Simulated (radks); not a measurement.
Run report: Cr, atomic calculation

Cr, configuration [Ar] 3d5 4s1. Computed at this level: Dirac Kohn-Sham, LDA (Slater exchange, Perdew-Wang correlation), spin-unpolarised, spherical densities, point nucleus (radks).

**Input file**
```
Z 24
configuration [Ar] 3d5 4s1
relativity Dirac
functional lda,pw
spin unpolarised
j_filling average
nucleus point
c 137.035999084
mesh_end 8
max_iterations 78
```

Energies in input and log are in hartree, lengths in bohr.

Launched within a batch (the task file carries these settings):
```bash
python <driver script> task.json out
```

**Log**
```
1s1/2   1   2.0000        -215.54481214
2s1/2   1   2.0000         -24.43793800
2p1/2   1   2.0000         -20.78502574
2p3/2   1   4.0000         -20.46802824
3s1/2   1   2.0000          -2.69147782
3p1/2   1   2.0000          -1.68020638
3p3/2   1   4.0000          -1.64249006
3d3/2   1   2.0000          -0.10625902
3d5/2   1   3.0000          -0.10339439
4s1/2   1   1.0000          -0.14422871
Etot -1048.4916593634493
Ekin 1060.294316601354
Encl -2506.3900495926064
Eh 444.1615733386841
Exc -46.557499710881096
err 4.441402821438266e-09
it 14
```

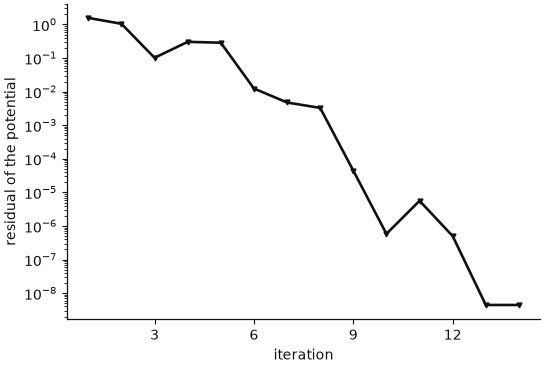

*Convergence: residual of the potential against the iteration.*

The residual falls unevenly and jumps up by a factor of two or more twice on the way down. It goes from 1.6 to 4.4×10⁻⁹ in 14 steps.

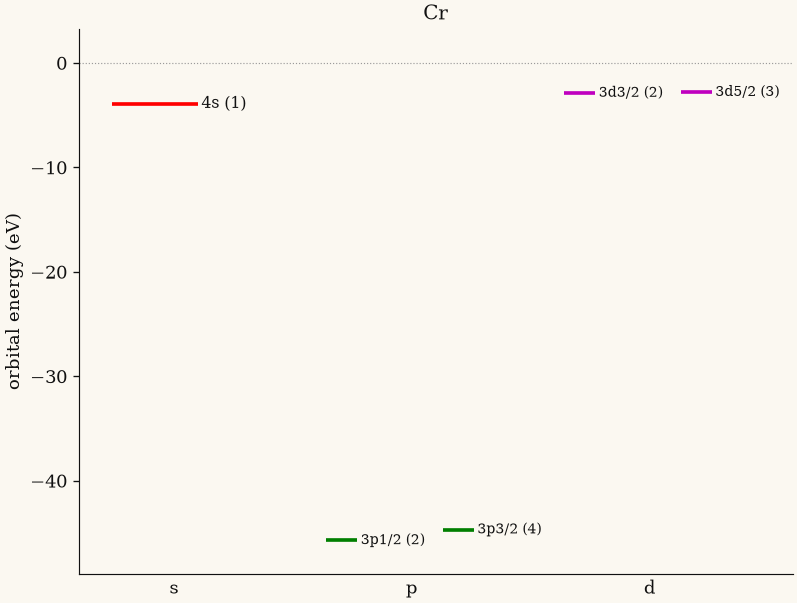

*The outer levels are drawn by angular momentum (occupations in brackets, the lower j at the left of each column). They are the filled levels of this odd run.*

The highest occupied level is 3d5/2 at −2.81 eV. From the top down the occupied levels run 3d5/2 (−2.81 eV), 3d3/2 (−2.89 eV), 4s (−3.92 eV), 3p3/2 (−44.7 eV), 3p1/2 (−45.7 eV). Spin-orbit splittings: 3d 0.0780 eV, 3p 1.03 eV.

**Outcome**

```tsv
quantity	value
outcome	converged
total energy	−1048.4917 hartree
kinetic energy	1060.2943 hartree
electron–nucleus energy	−2506.3900 hartree
Hartree energy	444.161573 hartree
exchange–correlation energy	−46.557500 hartree
radius at density 0.001 e/bohr³	4.48 bohr
SCF iterations	14
hardware	1 thread of Arm Neoverse V2, 23 GiB of memory available, shared host
```

**What is odd here**

A numerical setting was moved from its usual value: mesh end rmax = 8. The program ran to the end. Its total energy differs from that of the same run with the usual input (−1048.49642 hartree) by +0.0048 hartree, so this setting spoils the energy.
